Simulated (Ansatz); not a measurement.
**Run report: GaNH4O, molecular dynamics (part 5 of 5)**

GaNH4O; RKS B3LYP/def2-SVP (Ansatz 0.2.0). It belongs to a series of runs on one base structure; here: dynamics from the highest image of the converged band.

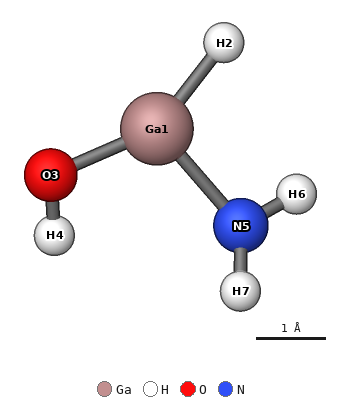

The geometry at step 178 of the log (ball-and-stick view, seen on its broad side; atoms are numbered from 1 in the order of the input).

Trajectory as extended XYZ, continued
```
7
Properties=species:S:1:pos:R:3:forces:R:3 step=153 time_fs=76.5 energy=-55972.20870 temperature=2430.4
Ga   -0.3194   -0.2121    0.6186    3.0730   0.1895   1.5463
H     0.0098   -0.3663    2.1824   -0.8898  -0.0195  -0.5780
O     1.5146    0.0971    0.1456   -1.5147  -0.0089  -1.0610
H     1.7030    0.3224   -0.8037   -0.2964  -0.2791   1.1534
N    -1.4232   -0.0589   -0.7650   -0.8687  -1.0012  -3.0595
H    -2.2472   -0.4422   -1.2848   -0.0359   0.4573   1.8957
H    -0.7868   -0.3226   -1.5332    0.5325   0.6619   0.1032
7
Properties=species:S:1:pos:R:3:forces:R:3 step=155 time_fs=77.5 energy=-55972.35542 temperature=2657.2
Ga   -0.3148   -0.2111    0.6189    2.8259   0.0452   1.9148
H    -0.1021   -0.3908    2.2467   -0.7371   0.0809  -1.1641
O     1.5021    0.0962    0.1438   -1.4037  -0.0436  -0.9089
H     1.6743    0.2913   -0.8132   -0.2619  -0.2195   1.1101
N    -1.4196   -0.0613   -0.7674   -0.6684  -0.8140  -2.9669
H    -2.2438   -0.4617   -1.2520   -0.3090   0.2854   1.7154
H    -0.8143   -0.2635   -1.5803    0.5541   0.6656   0.2998
7
Properties=species:S:1:pos:R:3:forces:R:3 step=157 time_fs=78.5 energy=-55972.49816 temperature=2877.4
Ga   -0.3099   -0.2102    0.6194    2.4266  -0.0736   2.1521
H    -0.2211   -0.4145    2.2999   -0.5162   0.1688  -1.6175
O     1.4887    0.0953    0.1414   -1.3269  -0.1375  -0.3448
H     1.6431    0.2582   -0.8124   -0.1459  -0.0904   0.6238
N    -1.4165   -0.0642   -0.7718   -0.0991  -0.4965  -2.7600
H    -2.2434   -0.4785   -1.2030   -0.6794   0.0040   1.3484
H    -0.8366   -0.1980   -1.6244    0.3410   0.6250   0.5980
7
Properties=species:S:1:pos:R:3:forces:R:3 step=159 time_fs=79.5 energy=-55972.61421 temperature=3056.8
Ga   -0.3046   -0.2093    0.6203    1.9039  -0.1655   2.2616
H    -0.3450   -0.4366    2.3377   -0.2544   0.2398  -1.9299
O     1.4745    0.0943    0.1389   -1.2327  -0.2288   0.4878
H     1.6106    0.2242   -0.8058    0.0058   0.0453  -0.1628
N    -1.4135   -0.0675   -0.7781    0.5267  -0.1211  -2.5020
H    -2.2495   -0.4953   -1.1410   -0.9375  -0.2516   0.9336
H    -0.8558   -0.1267   -1.6628   -0.0118   0.4819   0.9117
7
Properties=species:S:1:pos:R:3:forces:R:3 step=161 time_fs=80.5 energy=-55972.69835 temperature=3187.2
Ga   -0.2991   -0.2084    0.6215    1.2844  -0.2336   2.2611
H    -0.4713   -0.4564    2.3572    0.0241   0.2925  -2.1127
O     1.4596    0.0932    0.1366   -1.0445  -0.2497   1.2196
H     1.5781    0.1906   -0.8007    0.1252   0.1183  -0.8786
N    -1.4101   -0.0709   -0.7861    0.7925   0.1295  -2.2114
H    -2.2643   -0.5143   -1.0701   -0.8012  -0.2891   0.6006
H    -0.8751   -0.0508   -1.6925   -0.3805   0.2321   1.1214
7
Properties=species:S:1:pos:R:3:forces:R:3 step=163 time_fs=81.5 energy=-55972.75830 temperature=3279.4
Ga   -0.2934   -0.2076    0.6230    0.5880  -0.2823   2.1669
H    -0.5973   -0.4734    2.3564    0.3006   0.3272  -2.1832
O     1.4440    0.0919    0.1351   -0.7012  -0.1748   1.3844
H     1.5467    0.1580   -0.8038    0.1575   0.1027  -1.0530
N    -1.4062   -0.0742   -0.7957    0.4883   0.1083  -1.7740
H    -2.2864   -0.5359   -0.9933   -0.1740  -0.0151   0.3295
H    -0.8979    0.0273   -1.7116   -0.6592  -0.0659   1.1294
7
Properties=species:S:1:pos:R:3:forces:R:3 step=165 time_fs=82.5 energy=-55972.77924 temperature=3311.1
Ga   -0.2876   -0.2067    0.6248   -0.1664  -0.3157   1.9905
H    -0.7206   -0.4873    2.3348    0.5620   0.3444  -2.1559
O     1.4281    0.0905    0.1344   -0.2150  -0.0552   0.8504
H     1.5168    0.1265   -0.8164    0.1128   0.0488  -0.5504
N    -1.4019   -0.0774   -0.8064   -0.1761  -0.1533  -1.0309
H    -2.3101   -0.5576   -0.9135    0.6793   0.4517  -0.0030
H    -0.9270    0.1048   -1.7201   -0.7968  -0.3207   0.8993
7
Properties=species:S:1:pos:R:3:forces:R:3 step=167 time_fs=83.5 energy=-55972.74112 temperature=3252.7
Ga   -0.2818   -0.2060    0.6268   -0.9522  -0.3369   1.7439
H    -0.8384   -0.4979    2.2927    0.7976   0.3442  -2.0398
O     1.4120    0.0891    0.1341    0.3420   0.0395  -0.0226
H     1.4879    0.0954   -0.8341    0.0507   0.0253   0.2717
N    -1.3978   -0.0808   -0.8179   -0.7939  -0.5163  -0.0022
H    -2.3273   -0.5749   -0.8337    1.3669   0.8992  -0.4347
H    -0.9636    0.1793   -1.7200   -0.8110  -0.4550   0.4837
7
Properties=species:S:1:pos:R:3:forces:R:3 step=169 time_fs=84.5 energy=-55972.66507 temperature=3136.4
Ga   -0.2762   -0.2052    0.6292   -1.7327  -0.3476   1.4416
H    -0.9486   -0.5053    2.2310    0.9960   0.3255  -1.8371
O     1.3961    0.0877    0.1339    0.9027   0.0890  -0.7682
H     1.4596    0.0646   -0.8494    0.0184   0.0505   0.9474
N    -1.3943   -0.0845   -0.8294   -1.0592  -0.8451   1.0642
H    -2.3318   -0.5838   -0.7582    1.6495   1.1814  -0.8823
H    -1.0080    0.2495   -1.7154   -0.7747  -0.4536   0.0343
7
Properties=species:S:1:pos:R:3:forces:R:3 step=171 time_fs=85.5 energy=-55972.59973 temperature=3035.9
Ga   -0.2708   -0.2046    0.6317   -2.4634  -0.3477   1.0976
H    -1.0494   -0.5095    2.1519    1.1424   0.2862  -1.5445
O     1.3807    0.0864    0.1332    1.4324   0.1174  -1.1214
H     1.4314    0.0343   -0.8558    0.0285   0.0978   1.2117
N    -1.3914   -0.0888   -0.8401   -0.8219  -0.9958   1.8173
H    -2.3207   -0.5814   -0.6910    1.4525   1.2350  -1.2247
H    -1.0598    0.3154   -1.7103   -0.7705  -0.3929  -0.2360
7
Properties=species:S:1:pos:R:3:forces:R:3 step=173 time_fs=86.5 energy=-55972.56390 temperature=2979.5
Ga   -0.2657   -0.2039    0.6343   -3.0985  -0.3353   0.7219
H    -1.1392   -0.5110    2.0580    1.2172   0.2234  -1.1573
O     1.3662    0.0851    0.1318    1.9182   0.1617  -1.0050
H     1.4036    0.0049   -0.8509    0.0722   0.1277   0.9885
N    -1.3891   -0.0937   -0.8496   -0.0614  -0.8113   1.9795
H    -2.2960   -0.5674   -0.6354    0.7720   1.0371  -1.3519
H    -1.1190    0.3775   -1.7073   -0.8196  -0.4033  -0.1756
7
Properties=species:S:1:pos:R:3:forces:R:3 step=176 time_fs=88.0 energy=-55972.47227 temperature=2836.2
Ga   -0.2589   -0.2031    0.6385   -3.7876  -0.2883   0.1158
H    -1.2522   -0.5096    1.8979    1.1454   0.0807  -0.4058
O     1.3467    0.0834    0.1288    2.5688   0.3205  -0.1028
H     1.3633   -0.0370   -0.8281    0.1581   0.0713  -0.0981
N    -1.3854   -0.1021   -0.8615    1.6771   0.1347   1.0864
H    -2.2487   -0.5293   -0.5755   -0.9335   0.3628  -1.0045
H    -1.2226    0.4629   -1.7045   -0.8283  -0.6817   0.4090
7
Properties=species:S:1:pos:R:3:forces:R:3 step=178 time_fs=89.0 energy=-55972.33498 temperature=2625.2
Ga   -0.2551   -0.2025    0.6413   -4.0407  -0.2384  -0.2917
H    -1.3138   -0.5074    1.7853    0.9552  -0.0442   0.1749
O     1.3356    0.0825    0.1266    2.9642   0.4717   0.5651
H     1.3382   -0.0640   -0.8125    0.1957  -0.0208  -0.8930
N    -1.3817   -0.1076   -0.8683    2.5322   0.8244   0.1705
H    -2.2259   -0.4984   -0.5482   -1.9440  -0.0530  -0.5523
H    -1.3016    0.5120   -1.6987   -0.6626  -0.9397   0.8264
7
Properties=species:S:1:pos:R:3:forces:R:3 step=180 time_fs=90.0 energy=-55972.18561 temperature=2394.8
Ga   -0.2518   -0.2021    0.6441   -4.1436  -0.1802  -0.6551
H    -1.3663   -0.5057    1.6743    0.6723  -0.1816   0.7573
O     1.3263    0.0819    0.1247    3.3235   0.5656   0.7475
H     1.3150   -0.0911   -0.8051    0.2101  -0.0652  -1.1927
N    -1.3762   -0.1126   -0.8751    2.3856   1.1208  -0.4468
H    -2.2211   -0.4679   -0.5262   -2.1080  -0.1421  -0.2683
H    -1.3868    0.5522   -1.6851   -0.3399  -1.1172   1.0582
7
Properties=species:S:1:pos:R:3:forces:R:3 step=182 time_fs=91.0 energy=-55972.04886 temperature=2181.6
Ga   -0.2490   -0.2016    0.6467   -4.1542  -0.1283  -0.9161
H    -1.4123   -0.5058    1.5706    0.3664  -0.3108   1.2667
O     1.3190    0.0816    0.1233    3.6114   0.5171   0.2533
H     1.2937   -0.1188   -0.8087    0.2226   0.0214  -0.7964
N    -1.3692   -0.1168   -0.8821    1.1473   1.0001  -0.5341
H    -2.2358   -0.4386   -0.5070   -1.2811   0.0444  -0.3202
H    -1.4752    0.5819   -1.6615    0.0876  -1.1439   1.0467
7
Properties=species:S:1:pos:R:3:forces:R:3 step=184 time_fs=92.0 energy=-55971.87224 temperature=1907.8
Ga   -0.2469   -0.2011    0.6493   -4.1579  -0.0998  -1.0316
H    -1.4548   -0.5088    1.4789    0.1390  -0.4064   1.6376
O     1.3138    0.0816    0.1220    3.7916   0.3430  -0.5989
H     1.2747   -0.1463   -0.8197    0.2531   0.2195  -0.0169
N    -1.3615   -0.1204   -0.8895   -0.5332   0.7530  -0.2778
H    -2.2626   -0.4089   -0.4910   -0.0385   0.2001  -0.5322
H    -1.5627    0.6006   -1.6281    0.5459  -1.0094   0.8198
7
Properties=species:S:1:pos:R:3:forces:R:3 step=186 time_fs=93.0 energy=-55971.63382 temperature=1540.2
Ga   -0.2453   -0.2007    0.6517   -4.2257  -0.1039  -1.0081
H    -1.4959   -0.5156    1.4028    0.0745  -0.4500   1.8439
O     1.3110    0.0819    0.1203    3.8510   0.1391  -1.3334
H     1.2580   -0.1716   -0.8309    0.3000   0.4301   0.6723
N    -1.3540   -0.1234   -0.8970   -1.9665   0.5886   0.0427
H    -2.2899   -0.3774   -0.4801    0.9979   0.1360  -0.6602
H    -1.6450    0.6098   -1.5868    0.9689  -0.7398   0.4428
7
Properties=species:S:1:pos:R:3:forces:R:3 step=188 time_fs=94.0 energy=-55971.38101 temperature=1150.5
Ga   -0.2443   -0.2003    0.6540   -4.3712  -0.1340  -0.9029
H    -1.5362   -0.5267    1.3443    0.1912  -0.4402   1.9056
O     1.3104    0.0822    0.1178    3.7958  -0.0092  -1.6699
H     1.2442   -0.1928   -0.8359    0.3487   0.5637   0.9913
N    -1.3479   -0.1260   -0.9046   -2.8457   0.5318   0.2915
H    -2.3079   -0.3447   -0.4753    1.5682  -0.1350  -0.6037
H    -1.7181    0.6120   -1.5414    1.3129  -0.3773  -0.0118
7
Properties=species:S:1:pos:R:3:forces:R:3 step=190 time_fs=95.0 energy=-55971.16899 temperature=822.9
Ga   -0.2439   -0.1999    0.6561   -4.5452  -0.1721  -0.7926
H    -1.5745   -0.5420    1.3039    0.4373  -0.3908   1.8665
O     1.3122    0.0825    0.1144    3.6429  -0.0549  -1.5283
H     1.2338   -0.2088   -0.8317    0.3821   0.5723   0.8623
N    -1.3438   -0.1283   -0.9119   -3.1291   0.5465   0.4315
H    -2.3113   -0.3134   -0.4762    1.6524  -0.5262  -0.3647
H    -1.7787    0.6105   -1.4961    1.5597   0.0252  -0.4746
7
Properties=species:S:1:pos:R:3:forces:R:3 step=192 time_fs=96.0 energy=-55971.01910 temperature=590.9
Ga   -0.2441   -0.1995    0.6581   -4.6725  -0.2006  -0.7385
H    -1.6086   -0.5611    1.2814    0.7319  -0.3205   1.7686
O     1.3161    0.0828    0.1100    3.4176   0.0172  -0.9425
H     1.2270   -0.2193   -0.8195    0.3830   0.4425   0.3239
N    -1.3418   -0.1302   -0.9190   -2.8656   0.6108   0.4434
H    -2.2990   -0.2871   -0.4805    1.2935  -0.9532   0.0242
H    -1.8244    0.6093   -1.4553    1.7120   0.4037  -0.8790
7
Properties=species:S:1:pos:R:3:forces:R:3 step=194 time_fs=97.0 energy=-55970.92803 temperature=450.1
Ga   -0.2450   -0.1992    0.6601   -4.6899  -0.2106  -0.7686
H    -1.6358   -0.5832    1.2758    1.0079  -0.2439   1.6380
O     1.3221    0.0831    0.1051    3.1435   0.1772  -0.0768
H     1.2238   -0.2257   -0.8043    0.3433   0.2107  -0.4541
N    -1.3417   -0.1316   -0.9257   -2.1549   0.7233   0.3129
H    -2.2746   -0.2700   -0.4845    0.5651  -1.3401   0.5080
H    -1.8538    0.6119   -1.4228    1.7851   0.6836  -1.1594
7
Properties=species:S:1:pos:R:3:forces:R:3 step=196 time_fs=98.0 energy=-55970.90452 temperature=414.7
Ga   -0.2465   -0.1988    0.6619   -4.5636  -0.2030  -0.8790
H    -1.6533   -0.6076    1.2858    1.2280  -0.1688   1.4874
O     1.3300    0.0835    0.1002    2.8209   0.3187   0.7126
H     1.2239   -0.2300   -0.7934    0.2831  -0.0085  -1.1131
N    -1.3431   -0.1326   -0.9322   -1.2252   0.8789   0.0840
H    -2.2449   -0.2656   -0.4837   -0.3354  -1.6066   0.9647
H    -1.8661    0.6210   -1.4014    1.7921   0.7893  -1.2565
7
Properties=species:S:1:pos:R:3:forces:R:3 step=198 time_fs=99.0 energy=-55970.98509 temperature=539.8
Ga   -0.2487   -0.1986    0.6636   -4.2893  -0.1839  -1.0451
H    -1.6591   -0.6337    1.3101    1.3810  -0.0976   1.3231
O     1.3396    0.0841    0.0957    2.4254   0.2990   1.0126
H     1.2267   -0.2343   -0.7929    0.2486  -0.0644  -1.2451
N    -1.3454   -0.1329   -0.9387   -0.4953   1.0319  -0.0672
H    -2.2183   -0.2764   -0.4738   -1.0007  -1.6622   1.1630
H    -1.8613    0.6374   -1.3918    1.7304   0.6772  -1.1412
7
Properties=species:S:1:pos:R:3:forces:R:3 step=200 time_fs=100.0 energy=-55971.17988 temperature=839.3
Ga   -0.2514   -0.1983    0.6652   -3.8865  -0.1592  -1.2388
H    -1.6517   -0.6607    1.3470    1.4691  -0.0308   1.1498
O     1.3506    0.0848    0.0917    1.9516   0.0776   0.7225
H     1.2320   -0.2391   -0.8039    0.2647   0.0881  -0.7615
N    -1.3480   -0.1326   -0.9452   -0.3424   1.0746   0.1057
H    -2.2009   -0.3030   -0.4530   -1.0357  -1.4290   0.8688
H    -1.8400    0.6603   -1.3930    1.5793   0.3785  -0.8465
```

This output came from the following input.

The input
```yaml
crystal:
  periodic: [false, false, false]
  atoms:
    - { symbol: Ga, position_ang: [-0.344098, -0.21034, 0.626874] }
    - { symbol: H, position_ang: [1.034755, -0.421028, 1.454579] }
    - { symbol: O, position_ang: [1.561615, 0.170958, 0.185979] }
    - { symbol: H, position_ang: [2.06043, -0.442737, -0.38246] }
    - { symbol: "N", position_ang: [-1.417198, -0.15548, -0.852325] }
    - { symbol: H, position_ang: [-2.431113, -0.207246, -0.814658] }
    - { symbol: H, position_ang: [-1.102192, 0.313975, -1.699488] }
basis:
  gaussian: { orbitals: def2-SVP }
hamiltonian:
  xc: b3lyp
md:
  timestep: 0.5
  n_steps: 200
  ensemble: nve
  temperature: 300.0
  initial_velocities: maxwell_boltzmann
  seed: 8373
```

Launched with:
```bash
ansatz run input.yaml --threads 2 --pin off --max-ram 3072MiB --backend cpu --events-out ev --progress --plain --runs-dir out
```

Key numbers

```json
{"quantity": "outcome", "value": "finished"}
{"quantity": "mean temperature over the second half", "value": "1971 K"}
{"quantity": "trajectory", "value": "200 steps, 100 fs"}
{"quantity": "ensemble", "value": "nve"}
{"quantity": "temperature in the input", "value": "300.0 K"}
{"quantity": "time step", "value": "0.5 fs"}
{"quantity": "potential energy (last step)", "value": "−55971.1801 eV"}
{"quantity": "mean-field energy (last step)", "value": "−55971.1801 eV"}
{"quantity": "largest force (length of the vector) (last step)", "value": "4.082 eV/Å"}
{"quantity": "hardware", "value": "2 threads of Arm Neoverse V2, 24 GiB of memory available, shared host"}
{"quantity": "wall time", "value": "4.1 min (CPU time 7.7 min)"}
{"quantity": "peak memory", "value": "0.15 GiB"}
```

Remarks

So short a trajectory is not equilibrated.
